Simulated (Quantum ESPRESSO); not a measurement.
Two runs for the Al L₃ edge of atom 2 in AlRh (Pm-3m). Run A: Quantum ESPRESSO XSpectra, PBEsol, excited-electron core hole (neutral cell), 16-atom cell with 6.0 Å between holes, 5×5×5 k points, dipole transitions, Lorentzian half width 0.4 eV. Run B differs in one choice.

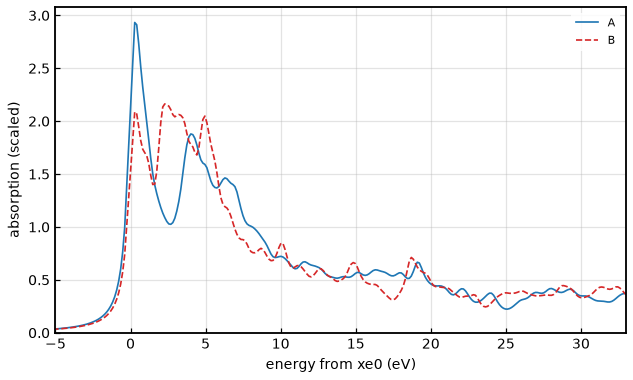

Energy from the energy zero of the input (xe0, at the border of filled and empty states); intensity scaled to a mean of 1 over the first 20 eV.

Question: What was changed?
a) the size of the supercell
b) the radius of the reconstruction
c) the broadening
d) the plane-wave cutoff

(a): run B changes the supercell atoms from 16 to 2, and the k mesh follows the cell. The scaled spectrum changes by 30 % r.m.s. Another feature, at 2.3 eV (2.16), becomes the highest below 16 eV; the one at 0.3 eV (2.93) is now at 0.3 eV (2.09). Other settings could leave a like mark; this is the one that was changed.

[Hosts, paths, dates, database ids (printed as entryN), source tags and the programs' standing remarks are cut or masked in the printed files.]

[Lists of maxima count a maximum above −3 eV only where it reaches 4 % of the highest in the window and stands out from its surroundings by 2 % of it (1.5 % where it reaches 55 %); shoulders and weaker maxima are passed over, and of the rest the first, up to two pre-edge ones and the few strongest are named.]
